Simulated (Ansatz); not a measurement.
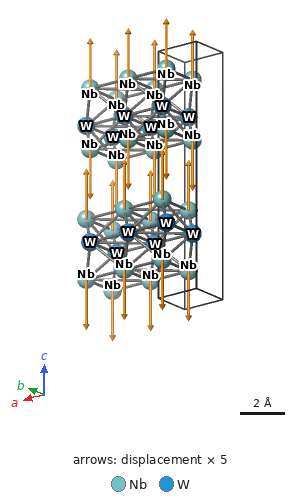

A relaxation of solid Nb2W (built on the 2H molybdenite_194 type) (coarse preliminary run). The starting structure is drawn; orange arrows show the displacements (the part carried along by the change of the cell is left out), magnified 5 times.

A ball-and-stick model of the cell of the calculation, repeated 3 × 2 × 1 with one cell outlined, seen from a free direction.

Case: 2H molybdenite type (P6_3/mmc, No. 194).

Level of theory: DFT PBE, scalar-relativistic, plane waves, PAW in Ansatz 0.2.0. Settings: plane-wave cutoff 420 eV; k-point mesh 6 × 6 × 2; occupations gaussian; smearing width 0.1 eV; no spin polarisation; cell and atoms relaxed; force threshold 0.04 eV/Å; at most 70 steps.

Atoms of which element are displaced furthest, and by how much?

Answer. Niobium: up to 0.48 Å, against 0.00 Å for tungsten.

What happened in the run?

Answer. The largest moves relative to the cell, 0.48 Å, are those of Nb atoms. W stays in place. Cell: a = b 2.986 → 3.098 Å (+3.8 %), c 11.615 → 13.056 Å (+12.4 %). Volume +21.0 %. Among the contacts that change: Nb–Nb 2.846 → 4.152 Å, Nb–W 2.235 → 2.740 Å, Nb–Nb 3.427 → 2.974 Å, W–W 2.986 → 3.098 Å. The space group stays P6_3/mmc (No. 194). After 7 accepted moves (10 points after the start) the energy has fallen by 2783 meV per atom. Largest force component: 14 eV/Å at the start, 0.0057 eV/Å at the end. Pressure: 125.82 GPa at the start and −0.07 GPa at the end. The line search rejected the trial step at point 8 of the run. The SCF was repeated twice at an unchanged geometry on a basis and grid sized afresh for the cell, which shifted the energy by 1.4 meV per atom at most.
